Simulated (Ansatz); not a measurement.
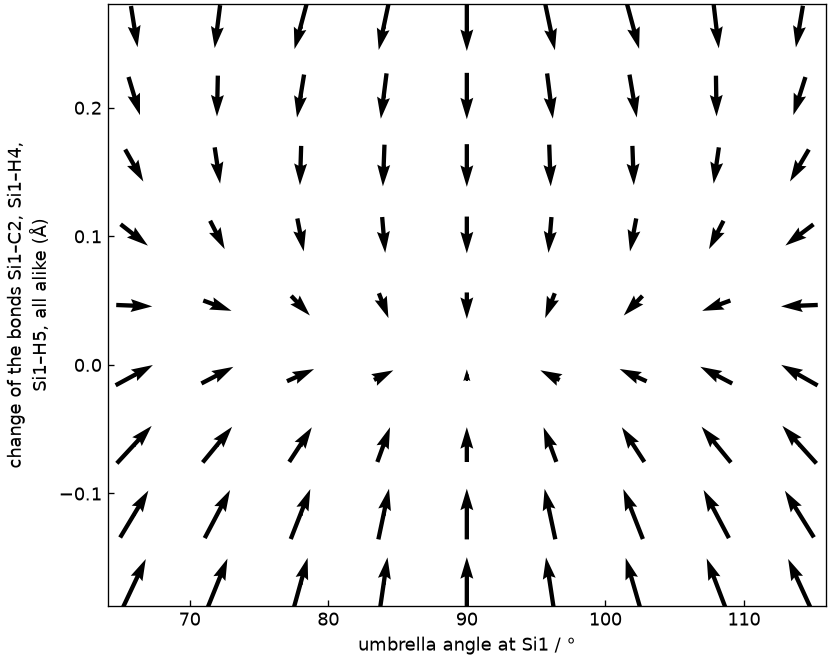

CH₂ClSi, SMILES [SiH2]=[C]Cl, spin multiplicity 2. First axis: umbrella angle at Si1 (between each of its bonds and their common axis; 90 is planar). Second axis: change of the bonds Si1–C2, Si1–H4, Si1–H5, all alike. Nothing is relaxed (all other coordinates rigid). The grid has 9 × 9 points; 45 points were computed and 36 follow by symmetry. Points are written as (first, second). In part of the range the unrestricted reference is strongly spin-contaminated. All numbers below come from UKS wB97X-V/def2-SVP in Ansatz.

Drawn: dots at the grid points, arrows along the force (downhill), their lengths compressed.

The arrows alone are given. Where is the energy lowest?

Answer. The arrows converge at about (90°, 0.000 Å) (read from the interpolated surface).

The energy map of the same scan:

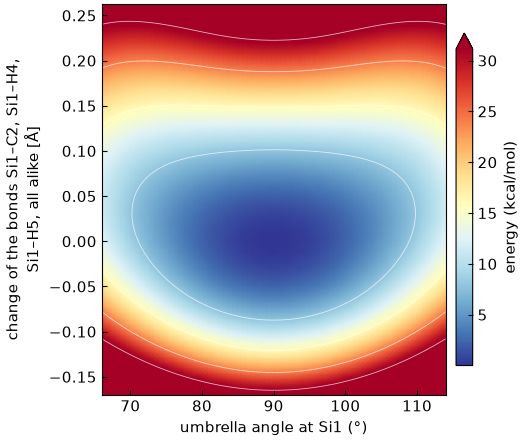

Energies are in kcal/mol, from the relaxed molecule at the same level; between grid points the surface is interpolated.
